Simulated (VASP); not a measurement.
# NbTe2 under strain

How does the pressure of NbTe2 answer to a change of volume? The bands are shown for each cell. All runs use LDA. Left out of this account: 1 further run (fields: a reference on another mesh). The start is a computed cell from the Materials Project.

Calculated with VASP 6.6.1; LDA; plane waves and PAW (Nb_sv, Te).

### 1. Starting point

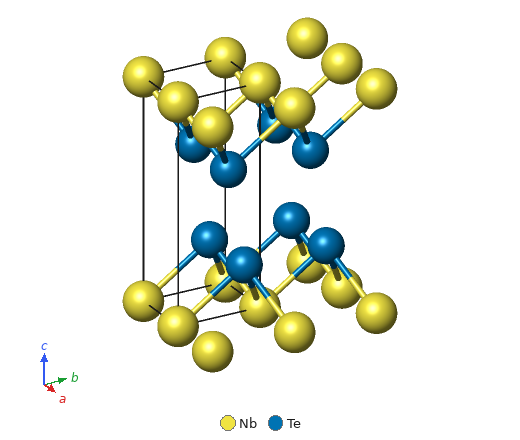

The starting structure, seen slightly off an axis (niobium yellow, tellurium blue). 2×2×1 cells are drawn. Bonds to atoms that aren't drawn are left out. Some periodic images of atoms are drawn too.

Structure file:

```cif
data_structure
_symmetry_space_group_name_H-M 'P-3m1'
_symmetry_Int_Tables_number 164
_cell_length_a 3.7205
_cell_length_b 3.7205
_cell_length_c 7.1483
_cell_angle_alpha 90.000
_cell_angle_beta 90.000
_cell_angle_gamma 120.000
_cell_volume 85.69
loop_
_atom_site_label
_atom_site_type_symbol
_atom_site_symmetry_multiplicity
_atom_site_Wyckoff_symbol
_atom_site_fract_x
_atom_site_fract_y
_atom_site_fract_z
_atom_site_occupancy
Nb1 Nb 1 a 0.00000 0.00000 0.00000 1
Te1 Te 2 d 0.66667 0.33333 0.74563 1
```

### 2. Bands, cell as listed

Levels along the symmetry lines show where the bands peak and cross; KPOINTS_OPT computes them in the converged potential. LDA, the lowest rung, knows the local density alone.

The input, INCAR:

```
SYSTEM = NbTe2
PREC = Accurate
ENCUT = 400
EDIFF = 1E-06
NELM = 100
ISMEAR = -1
SIGMA = 0.05
LREAL = .FALSE.
ALGO = Normal
GGA = CA
NBANDS = 25
LASPH = .TRUE.
LORBIT = 11
LWAVE = .FALSE.
LCHARG = .FALSE.
KPAR = 4
```

The input, POSCAR:

```
NbTe2
1.0
    3.7204640793      0.0000000000      0.0000000000
   -1.8602320397      3.2220164065      0.0000000000
    0.0000000000      0.0000000000      7.1482664684
Nb Te
1 2
Direct
    0.0000000000      0.0000000000      0.0000000000
    0.6666666700      0.3333333300      0.7456322300
    0.3333333300      0.6666666700      0.2543677700
```

The input, KPOINTS:

```
Automatic mesh
0
Gamma
9 9 4
0 0 0
```

The input, KPOINTS_OPT:

```
Line mode
16
Line-mode
Reciprocal
  0.00000000   0.00000000   0.00000000 GAMMA
  0.50000000   0.00000000   0.00000000 M

  0.50000000   0.00000000   0.00000000 M
  0.33333333   0.33333333   0.00000000 K

  0.33333333   0.33333333   0.00000000 K
  0.00000000   0.00000000   0.00000000 GAMMA

  0.00000000   0.00000000   0.00000000 GAMMA
  0.00000000   0.00000000   0.50000000 A

  0.00000000   0.00000000   0.50000000 A
  0.50000000   0.00000000   0.50000000 L

  0.50000000   0.00000000   0.50000000 L
  0.33333333   0.33333333   0.50000000 H

  0.33333333   0.33333333   0.50000000 H
  0.00000000   0.00000000   0.50000000 A

  0.50000000   0.00000000   0.50000000 L
  0.50000000   0.00000000   0.00000000 M

  0.33333333   0.33333333   0.00000000 K
  0.33333333   0.33333333   0.50000000 H
```

PAW data sets: Nb_sv and Te (LDA family, release 64).

Started as:

```
$ mpirun -np 4 vasp_std
```

Output:

```text
[banner, memory and clock lines left out]
running    4 mpi-ranks, on    1 nodes
 distrk:  each k-point on    1 cores,    4 groups
 distr:  one band on    1 cores,    1 groups

 POSCAR found type information on POSCAR NbTe
 POSCAR found :  2 types and       3 ions
 LDA part: xc-table for (Slater(with rela. corr.)+CA(PZ))
 , standard interpolation
 POSCAR, INCAR and KPOINTS ok, starting setup
 FFT: planning ... GRIDC
 FFT: planning ... GRID_SOFT
 FFT: planning ... GRID
 WAVECAR not read
 entering main loop
       N       E                     dE             d eps       ncg     rms          rms(c)
DAV:   1     0.147122421830E+03    0.14712E+03   -0.94033E+03  2206   0.709E+02
DAV:   2    -0.114781027485E+02   -0.15860E+03   -0.15254E+03  2969   0.240E+02
DAV:   3    -0.204962990476E+02   -0.90182E+01   -0.88719E+01  3300   0.477E+01
DAV:   4    -0.209445703664E+02   -0.44827E+00   -0.44666E+00  3154   0.109E+01
DAV:   5    -0.209560644199E+02   -0.11494E-01   -0.11490E-01  3152   0.168E+00    0.973E+00
DAV:   6    -0.203636803578E+02    0.59238E+00   -0.56346E+00  3226   0.112E+01    0.620E+00
DAV:   7    -0.201111344297E+02    0.25255E+00   -0.17886E+00  3033   0.586E+00    0.299E+00
DAV:   8    -0.200597161354E+02    0.51418E-01   -0.16078E-01  3522   0.239E+00    0.549E-01
DAV:   9    -0.200587001874E+02    0.10159E-02   -0.85232E-03  2612   0.538E-01    0.336E-01
DAV:  10    -0.200585395571E+02    0.16063E-03   -0.70677E-04  3512   0.189E-01    0.128E-01
DAV:  11    -0.200585112717E+02    0.28285E-04   -0.10569E-04  3039   0.735E-02    0.368E-02
DAV:  12    -0.200585122324E+02   -0.96071E-06   -0.21906E-05  3048   0.227E-02    0.146E-02
DAV:  13    -0.200585122311E+02    0.13360E-08   -0.90899E-07  1843   0.551E-03
   1 F= -.20058512E+02 E0= -.20048835E+02  d E =-.193554E-01
 Start KPOINTS_OPT (optional k-point list driver)
k-point batch [1-43\144]
       N       E                     dE             ncg
DAV:   1    -0.216627047484E+04   -0.26001E+05     2278
DAV:   2    -0.856423740050E+04   -0.63980E+04     2956
DAV:   3    -0.893551080332E+04   -0.37127E+03     3284
DAV:   4    -0.895176736076E+04   -0.16257E+02     3009
DAV:   5    -0.895225584193E+04   -0.48848E+00     3102
DAV:   6    -0.895226460243E+04   -0.87605E-02     3137
DAV:   7    -0.895226478944E+04   -0.18702E-03     3034
DAV:   8    -0.895226479216E+04   -0.27141E-05     2391
DAV:   9    -0.895226479242E+04   -0.26068E-06     2036
[...]
k-point batch [130-144\144]
       N       E                     dE             ncg
DAV:   1     0.145683784903E+05   -0.13045E+05      854
DAV:   2     0.126739107008E+05   -0.18945E+04     1033
DAV:   3     0.125757950013E+05   -0.98116E+02     1028
DAV:   4     0.125690219949E+05   -0.67730E+01     1180
DAV:   5     0.125689363728E+05   -0.85622E-01     1003
DAV:   6     0.125689333426E+05   -0.30301E-02     1148
DAV:   7     0.125689333143E+05   -0.28355E-04     1003
DAV:   8     0.125689333135E+05   -0.79747E-06      907
```

The job ended after 36 s (4 MPI ranks of Intel Xeon Platinum 8488C (Sapphire Rapids), shared host; peak memory 0.85 GiB).

The logs omit lines about the potential files and the build; timing stands in the text.

From OUTCAR (step 2):

```text
ion  position               nearest neighbor table
   1  0.000  0.000  0.000-   2 2.81   3 2.81   3 2.81   2 2.81   2 2.81   3 2.81
   2  0.667  0.333  0.746-   1 2.81   1 2.81   1 2.81
   3  0.333  0.667  0.254-   1 2.81   1 2.81   1 2.81

  LATTYP: Found a hexagonal cell.
 ALAT       =     3.7204640793
 C/A-ratio  =     1.9213373160

 Subroutine GETGRP returns: Found 12 space group operations
 (whereof 12 operations were pure point group operations)

The static configuration has the point symmetry D_3d.

 Found     43 irreducible k-points:

   k-points           NKPTS =     43   k-points in BZ     NKDIM =     43   number of bands    NBANDS=     25

   dimension x,y,z NGX =    24 NGY =   24 NGZ =   48
   dimension x,y,z NGXF=    48 NGYF=   48 NGZF=   96

   ENCUT  =  400.0 eV  29.40 Ry    5.42 a.u.   6.07  6.07 11.66*2*pi/ulx,y,z

   NELECT =      25.0000    total number of electrons

 k-points in reciprocal lattice and weights: Automatic mesh
   0.00000000  0.00000000  0.00000000       0.003
   0.11111111 -0.00000000  0.00000000       0.019
   0.22222222  0.00000000  0.00000000       0.019
   0.33333333  0.00000000  0.00000000       0.019
   0.44444444  0.00000000  0.00000000       0.019
   0.11111111  0.11111111  0.00000000       0.019
   0.22222222  0.11111111  0.00000000       0.037
   0.33333333  0.11111111  0.00000000       0.037
   0.44444444  0.11111111  0.00000000       0.019
[...]
0.33333333  0.22222222  0.50000000       0.037
   0.33333333  0.33333333  0.50000000       0.006

 average (electrostatic) potential at core
       1 -82.1231       2 -88.1657       3 -88.1657

 E-fermi :   6.9024

 k-point     1 :       0.0000    0.0000    0.0000
  band No.  band energies     occupation
    ...
      9       4.7134      2.00000
     10       6.2567      2.00000
     11       6.4379      1.99982
     12       6.8906      1.11698
     13       6.8906      1.11698
     14       7.8492      0.00000
     15       7.8492      0.00000
     16      10.3845      0.00000
     17      10.3845      0.00000
     18      11.9605      0.00000
    ...

 k-point     2 :       0.1111   -0.0000    0.0000
  band No.  band energies     occupation
    ...
      9       4.7671      2.00000
     10       5.9859      2.00000
     11       6.4020      1.99991
     12       6.5145      1.99915
     13       6.5829      1.99665
     14       7.6770      0.00000
     15       8.1087      0.00000
     16       9.8207      0.00000
     17      10.2848      0.00000
     18      12.5871      0.00000
    ...

 k-point     3 :       0.2222    0.0000    0.0000
  band No.  band energies     occupation
    ...
      9       4.3882      2.00000
     10       4.8161      2.00000
     11       6.0733      2.00000
     12       6.0804      2.00000
     13       6.3882      1.99993
     14       7.7151      0.00000
     15       8.2341      0.00000
     16       9.8466      0.00000
     17      10.2984      0.00000
     18      12.8712      0.00000
    ...

  Total       -2.9346904     -2.9346904     -2.3916099      0.0000000     -0.0000000      0.0000000
  in kB      -54.8715561    -54.8715561    -44.7172740      0.0000000     -0.0000000      0.0000000
  external PRESSURE =     -51.4867954 kB  Pullay stress =       0.0000000 kB

  energy-cutoff  :      400.00
  volume of cell :       85.69
      direct lattice vectors                 reciprocal lattice vectors
     3.720464079  0.000000000  0.000000000     0.268783673  0.155182326  0.000000000
    -1.860232040  3.222016406  0.000000000     0.000000000  0.310364652  0.000000000
     0.000000000  0.000000000  7.148266468     0.000000000  0.000000000  0.139894057

 POSITION                                       TOTAL-FORCE (eV/Angst)
 -----------------------------------------------------------------------------------
      0.00000      0.00000      0.00000         0.000000      0.000000     -0.000000
      1.86023      1.07401      5.32998        -0.000000     -0.000000      0.300079
     -0.00000      2.14801      1.81829         0.000000      0.000000     -0.300079
 -----------------------------------------------------------------------------------
    total drift:                                0.000000      0.000000      0.000000

  FREE ENERGIE OF THE ION-ELECTRON SYSTEM (eV)
  ---------------------------------------------------
  free  energy   TOTEN  =       -20.0585122311 eV

  energy  without entropy=      -20.0391568302  energy(sigma->0) =      -20.04883453

 total charge
# of ion       s       p       d       tot
------------------------------------------
    1        2.148   5.995   2.437  10.580
    2        1.389   1.980   0.051   3.420
    3        1.389   1.980   0.051   3.420
--------------------------------------------------
tot          4.926   9.954   2.539  17.420

[... 3 further parts left out ...]
```

This run has no spin polarisation. Its electron count is odd, so without a moment it is a metal by construction. The k-mesh is coarse for a metal. Spin-orbit coupling is off here; with elements this heavy it splits and shifts levels by tenths of an eV or more. At this level the cell is under a tension of 5.1 GPa, so at these settings it is away from equilibrium.

This step gave:

* SCF cycles: 13
* electrons: 25
* bands: 25
* irreducible k-points: 43
* symmetry operations: 12
* free energy (TOTEN): -20.06 eV
* energy at zero smearing: -20.05 eV
* Fermi energy: 6.902 eV
* pressure: -5.149 GPa
* metallic: yes

The electronic bands at the labelled points (eV, zero at the Fermi level; # counts the bands kept, so #1 is VASP's band 7):

| point | #3 | #4 | #5 | #6 | #7 | #8 | #9 | #10 |
| --- | --- | --- | --- | --- | --- | --- | --- | --- |
| Γ | -2.19 | -0.65 | -0.46 | -0.01 | -0.01 | 0.95 | 0.95 | 3.48 |
| M | -3.14 | -2.51 | -2.41 | -0.88 | -0.75 | 1.32 | 1.77 | 2.81 |
| K | -4.11 | -2.67 | -2.66 | -2.66 | 1.04 | 1.31 | 1.31 | 2.53 |
| Γ | -2.19 | -0.65 | -0.46 | -0.01 | -0.01 | 0.95 | 0.95 | 3.48 |
| A | -2.17 | -2.17 | -0.02 | -0.02 | 0.43 | 0.80 | 0.80 | 3.74 |
| L | -3.23 | -2.51 | -1.46 | -1.12 | -0.61 | 1.32 | 1.83 | 3.18 |
| H | -4.10 | -3.14 | -2.49 | -2.49 | 0.75 | 0.75 | 1.05 | 3.45 |
| A | -2.17 | -2.17 | -0.02 | -0.02 | 0.43 | 0.80 | 0.80 | 3.74 |
| jump to L | -3.23 | -2.51 | -1.46 | -1.12 | -0.61 | 1.32 | 1.83 | 3.18 |
| M | -3.14 | -2.51 | -2.41 | -0.88 | -0.75 | 1.32 | 1.77 | 2.81 |
| jump to K | -4.11 | -2.67 | -2.66 | -2.66 | 1.04 | 1.31 | 1.31 | 2.53 |
| H | -4.10 | -3.14 | -2.49 | -2.49 | 0.75 | 0.75 | 1.05 | 3.45 |

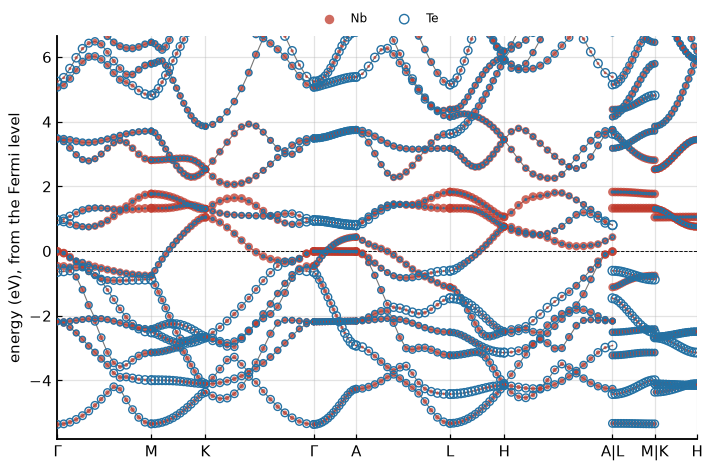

Electronic bands along the path; dots are coloured as in the legend, and their area grows with the weight.

Force by atom:

| atom | x (eV/Å) | y (eV/Å) | z (eV/Å) | size |
| --- | --- | --- | --- | --- |
| Nb1 | 0.000 | 0.000 | 0.000 | 0.000 |
| Te2 | 0.000 | 0.000 | 0.300 | 0.300 |
| Te3 | 0.000 | 0.000 | -0.300 | 0.300 |

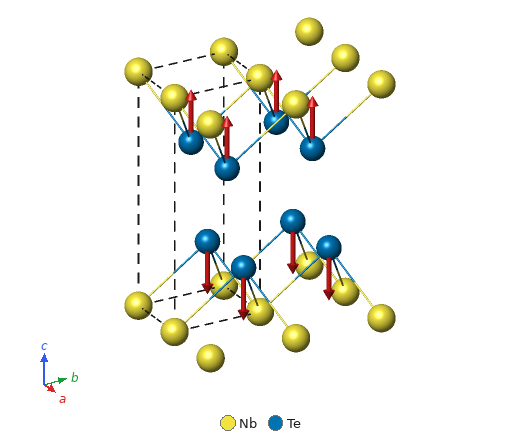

Force as arrows, the longest 0.300 eV/Å. Bonds to atoms that aren't drawn are left out. 2×2×1 cells are drawn. Some periodic images of atoms are drawn too.

There is no gap at this level.

### 3. Bands, volume times 1.04

The cell is expanded evenly, with fractional positions held.

INCAR is that of step 2.

The input, POSCAR:

```
NbTe2
1.0
    3.7694231685      0.0000000000      0.0000000000
   -1.8847115843      3.2644162215      0.0000000000
    0.0000000000      0.0000000000      7.2423333935
Nb Te
1 2
Direct
    0.0000000000      0.0000000000      0.0000000000
    0.6666666700      0.3333333300      0.7456322300
    0.3333333300      0.6666666700      0.2543677700
```

KPOINTS is that of step 2.

KPOINTS_OPT is that of step 2.

Started as:

```
$ mpirun -np 4 vasp_std
```

Output:

```text
[... set-up lines as in an earlier step ...]
 entering main loop
       N       E                     dE             d eps       ncg     rms          rms(c)
DAV:   1     0.140263554970E+03    0.14026E+03   -0.93610E+03  2246   0.707E+02
DAV:   2    -0.117645074907E+02   -0.15203E+03   -0.14653E+03  3024   0.237E+02
DAV:   3    -0.205264940109E+02   -0.87620E+01   -0.86230E+01  3324   0.465E+01
DAV:   4    -0.209134063852E+02   -0.38691E+00   -0.38519E+00  2996   0.100E+01
DAV:   5    -0.209259251943E+02   -0.12519E-01   -0.12515E-01  3286   0.174E+00    0.933E+00
DAV:   6    -0.203145363861E+02    0.61139E+00   -0.72571E+00  3148   0.120E+01    0.635E+00
DAV:   7    -0.199806694272E+02    0.33387E+00   -0.22910E+00  3047   0.645E+00    0.298E+00
DAV:   8    -0.199272024882E+02    0.53467E-01   -0.16923E-01  3474   0.244E+00    0.545E-01
DAV:   9    -0.199257436934E+02    0.14588E-02   -0.97277E-03  2655   0.558E-01    0.350E-01
DAV:  10    -0.199255200740E+02    0.22362E-03   -0.77149E-04  3408   0.188E-01    0.166E-01
DAV:  11    -0.199254811340E+02    0.38940E-04   -0.12677E-04  3086   0.802E-02    0.440E-02
DAV:  12    -0.199254792566E+02    0.18774E-05   -0.42988E-05  3400   0.328E-02    0.171E-02
DAV:  13    -0.199254792111E+02    0.45527E-07   -0.11693E-06  1938   0.754E-03
   1 F= -.19925479E+02 E0= -.19915022E+02  d E =-.209152E-01
 Start KPOINTS_OPT (optional k-point list driver)
k-point batch [1-43\144]
       N       E                     dE             ncg
DAV:   1    -0.286214244271E+04   -0.25844E+05     2326
DAV:   2    -0.900982993336E+04   -0.61477E+04     2956
DAV:   3    -0.937494927603E+04   -0.36512E+03     3274
DAV:   4    -0.939172692582E+04   -0.16778E+02     3050
DAV:   5    -0.939216753801E+04   -0.44061E+00     3136
DAV:   6    -0.939217697381E+04   -0.94358E-02     3081
DAV:   7    -0.939217717126E+04   -0.19745E-03     3138
DAV:   8    -0.939217717482E+04   -0.35643E-05     2357
DAV:   9    -0.939217717508E+04   -0.26036E-06     2080
[...]
k-point batch [130-144\144]
       N       E                     dE             ncg
DAV:   1     0.143902689033E+05   -0.12635E+05      838
DAV:   2     0.124231391259E+05   -0.19671E+04     1035
DAV:   3     0.123138130879E+05   -0.10933E+03     1060
DAV:   4     0.123062654920E+05   -0.75476E+01     1163
DAV:   5     0.123061273133E+05   -0.13818E+00     1064
DAV:   6     0.123061233256E+05   -0.39877E-02     1116
DAV:   7     0.123061232715E+05   -0.54106E-04     1046
DAV:   8     0.123061232703E+05   -0.11799E-05      868
DAV:   9     0.123061232703E+05   -0.71381E-07      715
```

The job ended after 54 s (4 MPI ranks; peak memory 0.9 GiB).

Parts of OUTCAR (step 3):

```text
  LATTYP: Found a hexagonal cell.
 ALAT       =     3.7694231685
 C/A-ratio  =     1.9213373160

The static configuration has the point symmetry D_3d.

 Found     43 irreducible k-points:

   dimension x,y,z NGX =    28 NGY =   28 NGZ =   48
   dimension x,y,z NGXF=    56 NGYF=   56 NGZF=   96

   ENCUT  =  400.0 eV  29.40 Ry    5.42 a.u.   6.15  6.15 11.81*2*pi/ulx,y,z

   NELECT =      25.0000    total number of electrons

 E-fermi :   6.4395

 k-point     1 :       0.0000    0.0000    0.0000
  band No.  band energies     occupation
    ...
      9       4.3327      2.00000
     10       5.7757      2.00000
     11       6.0368      1.99936
     12       6.4422      0.97289
     13       6.4422      0.97289
     14       7.2910      0.00000
     15       7.2910      0.00000
     16       9.7377      0.00000
     17       9.7377      0.00000
     18      11.1816      0.00000
    ...

 k-point     2 :       0.1111   -0.0000    0.0000
  band No.  band energies     occupation
    ...
      9       4.3813      2.00000
     10       5.5471      2.00000
     11       5.9310      1.99992
     12       6.0699      1.99877
     13       6.1437      1.99461
     14       7.1521      0.00000
     15       7.5524      0.00000
     16       9.2198      0.00000
     17       9.6497      0.00000
     18      11.8184      0.00000
    ...

  Total       -4.2689239     -4.2689239     -3.9666051      0.0000000      0.0000000     -0.0000000
  in kB      -76.7485282    -76.7485282    -71.3133133      0.0000000      0.0000000     -0.0000000
  external PRESSURE =     -74.9367899 kB  Pullay stress =       0.0000000 kB

  energy-cutoff  :      400.00
  volume of cell :       89.12
      direct lattice vectors                 reciprocal lattice vectors
     3.769423168  0.000000000  0.000000000     0.265292581  0.153166743  0.000000000
    -1.884711584  3.264416221  0.000000000     0.000000000  0.306333486  0.000000000
     0.000000000  0.000000000  7.242333394     0.000000000  0.000000000  0.138077046

 POSITION                                       TOTAL-FORCE (eV/Angst)
 -----------------------------------------------------------------------------------
      0.00000      0.00000      0.00000        -0.000000      0.000000     -0.000000
      1.88471      1.08814      5.40012         0.000000      0.000000      0.709265
     -0.00000      2.17628      1.84222        -0.000000     -0.000000     -0.709265
 -----------------------------------------------------------------------------------
    total drift:                                0.000000      0.000000     -0.000000

  FREE ENERGIE OF THE ION-ELECTRON SYSTEM (eV)
  ---------------------------------------------------
  free  energy   TOTEN  =       -19.9254792111 eV

  energy  without entropy=      -19.9045640402  energy(sigma->0) =      -19.91502163

 total charge
# of ion       s       p       d       tot
------------------------------------------
    1        2.145   5.988   2.399  10.532
    2        1.389   1.964   0.046   3.399
    3        1.389   1.964   0.046   3.399
--------------------------------------------------
tot          4.923   9.915   2.492  17.330

[... 2 parts as in an earlier step ...]

[... 7 further parts left out ...]
```

This step gave:

```yaml
free_energy_toten: -19.93 eV
energy_at_zero_smearing: -19.92 eV
fermi_energy: 6.439 eV
pressure: -7.494 GPa
```

The electronic bands at the labelled points (eV, zero at the Fermi level; # counts the bands kept, so #1 is VASP's band 7):

| point | #3 | #4 | #5 | #6 | #7 | #8 | #9 | #10 |
| --- | --- | --- | --- | --- | --- | --- | --- | --- |
| Γ | -2.11 | -0.66 | -0.40 | 0.00 | 0.00 | 0.85 | 0.85 | 3.30 |
| M | -3.02 | -2.44 | -2.32 | -0.88 | -0.72 | 1.24 | 1.68 | 2.72 |
| K | -3.93 | -2.59 | -2.58 | -2.58 | 1.00 | 1.23 | 1.23 | 2.42 |
| Γ | -2.11 | -0.66 | -0.40 | 0.00 | 0.00 | 0.85 | 0.85 | 3.30 |
| A | -2.08 | -2.08 | 0.00 | 0.00 | 0.39 | 0.72 | 0.72 | 3.53 |
| L | -3.11 | -2.42 | -1.46 | -1.03 | -0.63 | 1.24 | 1.72 | 3.03 |
| H | -3.96 | -3.02 | -2.43 | -2.43 | 0.74 | 0.74 | 1.01 | 3.28 |
| A | -2.08 | -2.08 | 0.00 | 0.00 | 0.39 | 0.72 | 0.72 | 3.53 |
| jump to L | -3.11 | -2.42 | -1.46 | -1.03 | -0.63 | 1.24 | 1.72 | 3.03 |
| M | -3.02 | -2.44 | -2.32 | -0.88 | -0.72 | 1.24 | 1.68 | 2.72 |
| jump to K | -3.93 | -2.59 | -2.58 | -2.58 | 1.00 | 1.23 | 1.23 | 2.42 |
| H | -3.96 | -3.02 | -2.43 | -2.43 | 0.74 | 0.74 | 1.01 | 3.28 |

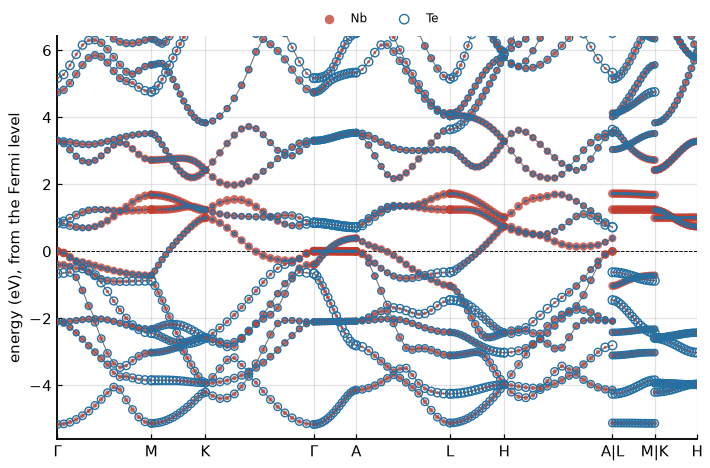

Electronic bands along the path; dots are coloured as in the legend, and their area grows with the weight.

Force by atom:

| atom | x (eV/Å) | y (eV/Å) | z (eV/Å) | size |
| --- | --- | --- | --- | --- |
| Nb1 | 0.000 | 0.000 | 0.000 | 0.000 |
| Te2 | 0.000 | 0.000 | 0.709 | 0.709 |
| Te3 | 0.000 | 0.000 | -0.709 | 0.709 |

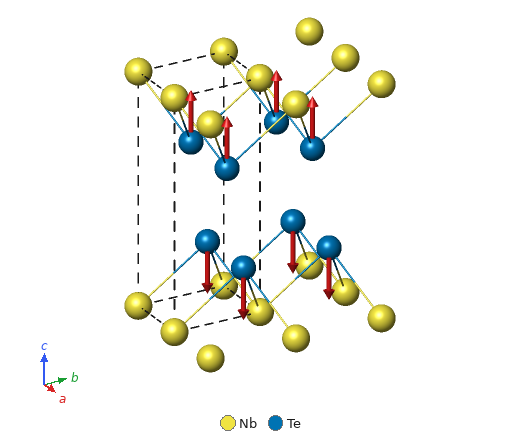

Force as arrows, the longest 0.709 eV/Å. Bonds to atoms that aren't drawn are left out. 2×2×1 cells are drawn. Some periodic images of atoms are drawn too.

 The pressure is -7.49 GPa.

[end of part 1 of 4]

[Lines on the potential files, build, host, timing and source positions are cut from VASP's logs without a mark.]

[Logs are printed without paths, hosts, clocks, repeated set-up lines and the standing remarks that a program may print on its own settings, such as how far it seeks lower states.]

[Hosts, paths, dates, database ids (printed as entryN), source tags and the programs' standing remarks are cut or masked in the printed files.]

[A measured line is paired with the nearest computed mode of its activity, which favours agreement.]
